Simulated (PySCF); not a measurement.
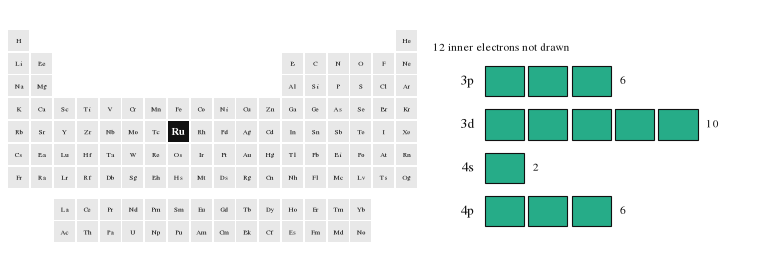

Left, the place of ruthenium in the periodic table; right, the outer shells of the nominal configuration: a box for each of the 2l + 1 orbitals, shaded by the share of the shell that is filled, with the electron count at the right.

## Ru⁸⁺: atomic calculation

- system: Ru⁸⁺, configuration 1s2 2s2 2p6 3s2 3p6 3d10 4s2 4p6, multiplicity 1.
- method: unrestricted HF, def2-SVP with ECP28, scalar-relativistic core potential (PySCF)

What the run reported:

- outcome: converged
- total energy (valence electrons, under a core potential): −78.111226 hartree
- SCF iterations: 1
- hardware: 1 thread of Arm Neoverse V2, 23 GiB of memory available, shared host

What is odd here:

The input is odd on purpose: basis of the neutral atom used for a highly charged ion. The program ran to the end. Its numbers are those of this setting; this run alone doesn't show how far the oddity moves them.

Input file:
```python
from pyscf import gto, scf, dft, mp, cc
import basis_set_exchange as bse
txt = bse.get_basis("def2-SVP", elements=["Ru"], fmt="nwchem", header=False)
cut = txt.index("\nECP")
mol = gto.M(atom="Ru 0 0 0", charge=8, spin=0, symmetry="D2h",
            basis=gto.basis.parse(txt[:cut]),
            ecp={"Ru": gto.basis.parse_ecp(txt[cut:])})
mf = scf.UHF(mol)
mf.irrep_nelec = {'Ag': (1, 1), 'B1u': (1, 1), 'B2u': (1, 1), 'B3u': (1, 1)}
mf.kernel()
```

The script is an equivalent of what the driver set up; the driver started from orbitals of its own, so the log can be shorter than this script's would be, and it computed the properties (radii, ⟨L²⟩, response) afterwards. It held the occupations shell by shell, which the script's counts by irreducible representation don't always enforce.

Launched within a batch (the task file carries these settings):
```bash
OMP_NUM_THREADS=1 python <driver script> TASK.json OUT
```

The program's output (extracts):
```
damping factor = 0
level_shift factor = 0
DIIS = <class 'pyscf.scf.diis.CDIIS'>
diis_start_cycle = 1
diis_space = 10
diis_damp = 0
SCF conv_tol = 1e-09
SCF conv_tol_grad = None
number electrons alpha = 4  beta = 4
cycle= 1 E= -78.1112256050507  delta_E= -9.48e-12  |g|= 5.33e-07  |ddm|= 5.07e-06
converged SCF energy = -78.1112256050507  <S^2> = -1.3322676e-14  2S+1 = 1
```

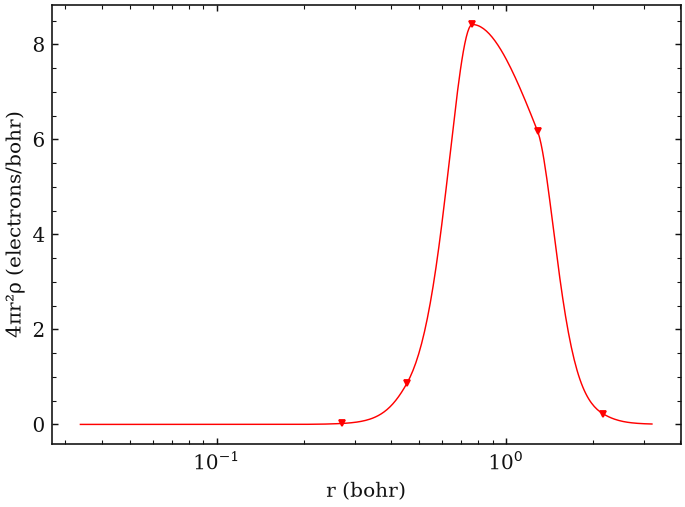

Spherically averaged radial density 4πr²ρ of the mean field (valence electrons alone, under a core potential); markers are the stored points, which are sparse, and the line is a monotone interpolation between them. The largest stored value is 8.42 electrons/bohr at r = 0.77 bohr. Root-mean-square radii of the shells: 4s 1.03, 4p 1.16 bohr.
